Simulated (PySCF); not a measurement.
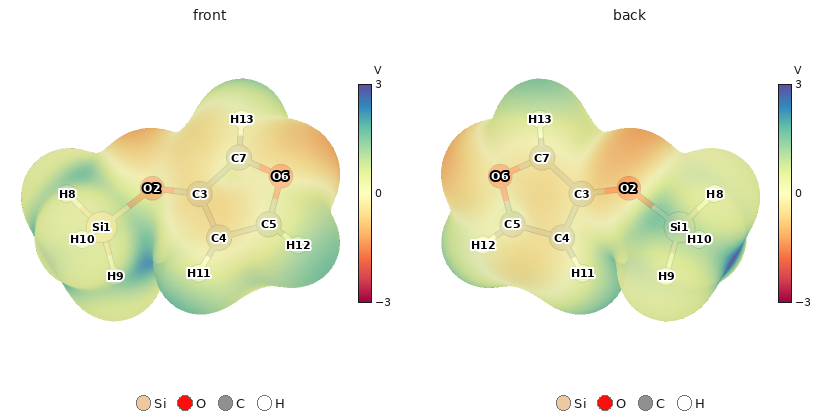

C4H6O2Si (SMILES [SiH3]Oc1ccoc1). The molecular electrostatic potential painted on the density surface at 0.004 e/bohr³, seen from the front and from behind; red is negative and blue positive.

Geometry: GFN2-xTB, NEB image 0 of 0 to 8.

Computed with PySCF, PBE0/pcSseg-1, SCF density, gas phase, non-relativistic.

Input

```
{"job": {"kind": "nmr", "xc": "PBE0", "basis": "pcSseg-1", "pop": false}, "charge": 0, "multiplicity": 1}
Si     2.358700     0.305000     0.353000
O      1.100200    -0.707200     0.145900
C     -0.215700    -0.481300     0.026700
C     -0.898100     0.766200     0.045600
C     -2.214600     0.465800    -0.111600
O     -2.393700    -0.857000    -0.224700
C     -1.179700    -1.436000    -0.141100
H      3.424400    -0.681600     0.392500
H      2.463300     1.243600    -0.767100
H      2.215200     1.070800     1.593600
H     -0.449400     1.730700     0.160600
H     -3.089000     1.084100    -0.157500
H     -1.126000    -2.502600    -0.212200
```

Run with:

```sh
OMP_NUM_THREADS=1 python probes_run.py task.json out
```

Where is the surface potential most negative and most positive?

The most negative region (about −1.1 V, or −25 kcal/mol for a unit charge) lies over O2, the most positive (about +2.8 V, or +65 kcal/mol for a unit charge) over Si1. O2 is the likeliest acceptor of a hydrogen bond.

What dipole moment does the calculation give?

Its dipole moment is 1.43 D.
